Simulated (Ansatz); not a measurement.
# A computed series for ZrO2: pressure series

Consider ZrO2 in the fluorite structure (space group Fm-3m, No. 225).

```
ZrO2
1.0
    0.00000     2.55794     2.55794
    2.55794     0.00000     2.55794
    2.55794     2.55794     0.00000
Zr O
1 2
Cartesian
  0.00000   0.00000   0.00000
  1.27897   1.27897   1.27897
  3.83691   3.83691   3.83691
```

Cell and atoms are relaxed at each pressure.

All numbers come from PBE (Ansatz, an electronic-structure program), scalar-relativistic without spin-orbit coupling, earlier PAW set.

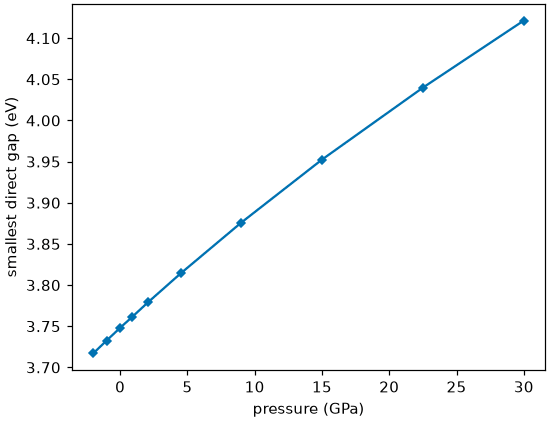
Fig. 1. Smallest direct gap against pressure

| pressure (GPa) | smallest direct gap |
|---|---|
| -2 | 3.72 eV |
| -1 | 3.73 eV |
| 0.9 | 3.76 eV |
| 2.1 | 3.78 eV |
| 4.5 | 3.81 eV |
| 9 | 3.88 eV |
| 15 | 3.95 eV |
| 22.5 | 4.04 eV |
| 30 | 4.12 eV |

Load acts through the strain it causes; cell and atoms are relaxed under it. Stability against distortions was not tested. Competing high-pressure phases were not computed. This is not the structure that ZrO2 has at room temperature and ambient pressure.
